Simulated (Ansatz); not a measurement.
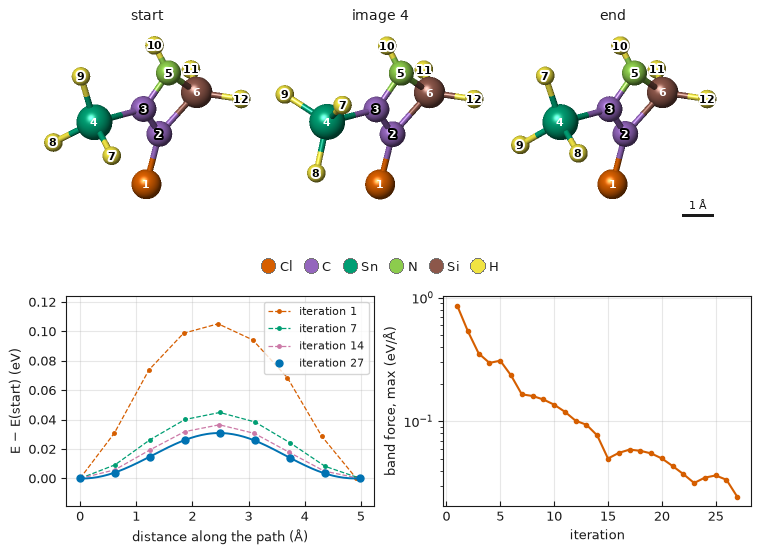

NEB run on C$_{2}$H$_{6}$ClNSiSn. Images are numbered from 0 (start) to 8 (end). The plot follows the band through its iterations. The picture is a ball-and-stick view, seen from a free direction.

Level of theory: RKS BHLYP-D4/def2-SVP (Ansatz).

Input file:
```yaml
crystal:
  periodic: [false, false, false]
  atoms:
    - { symbol: Cl, position_ang: [-0.945106, -1.680369, -1.946445] }
    - { symbol: C, position_ang: [0.194543, -0.821064, -0.995119] }
    - { symbol: C, position_ang: [-0.057294, 0.017084, 0.030432] }
    - { symbol: Sn, position_ang: [-1.969906, 0.657989, 0.782442] }
    - { symbol: "N", position_ang: [1.196622, 0.305669, 0.635969] }
    - { symbol: Si, position_ang: [2.003063, -0.635922, -0.635047] }
    - { symbol: H, position_ang: [-2.706056, -0.629071, 1.617279] }
    - { symbol: H, position_ang: [-2.950427, 1.175538, -0.506768] }
    - { symbol: H, position_ang: [-1.670984, 1.953894, 1.853656] }
    - { symbol: H, position_ang: [1.372583, 1.248556, 0.941634] }
    - { symbol: H, position_ang: [2.828227, 0.153345, -1.575215] }
    - { symbol: H, position_ang: [2.781834, -1.800647, -0.168817] }
basis:
  gaussian: { orbitals: def2-SVP }
hamiltonian:
  xc: { name: BHLYP }
  dispersion: d4
neb:
  order_check: false
  images: 7
  f_tol: 0.03
  max_iterations: 43
  initial_path: idpp
  max_displacement: 0.5
  optimiser: fire
  final_atoms:
    - { symbol: Cl, position_ang: [-0.79830509, -0.55849684, -2.56293548] }
    - { symbol: C, position_ang: [0.25708627, -0.37392966, -1.22420739] }
    - { symbol: C, position_ang: [-0.06035861, 0.01381758, 0.02726763] }
    - { symbol: Sn, position_ang: [-1.97560399, 0.63723735, 0.78641216] }
    - { symbol: "N", position_ang: [1.09926191, -0.19692609, 0.82343564] }
    - { symbol: Si, position_ang: [1.9878802, -0.67906783, -0.63595969] }
    - { symbol: H, position_ang: [-1.68623081, 1.3990944, 2.28712193] }
    - { symbol: H, position_ang: [-2.96388981, -0.72998999, 1.01048384] }
    - { symbol: H, position_ang: [-2.6970669, 1.72972822, -0.29795313] }
    - { symbol: H, position_ang: [1.33492536, 0.49730127, 1.51350628] }
    - { symbol: H, position_ang: [3.0485687, 0.25849434, -1.06477189] }
    - { symbol: H, position_ang: [2.53083178, -2.05226074, -0.62839888] }
```

Launched with:
```bash
ansatz run input.yaml --threads 2 --pin off --max-ram 3072MiB --backend cpu --events-out ev --progress --plain --runs-dir out
```

**How did the profile develop, and is the result final?**

The run is converged, with reservations. The band converged in 27 iterations. The largest component of the band force went from 0.86 to 0.025 eV/Å. The climbing image converged on the top of the path. Its curvatures weren't checked. The step length is far from the usual. The first iteration put the highest image at 0.105 eV. The barrier is about 0.031 eV in both directions, with image 4 at the top; the ends have the same energy.
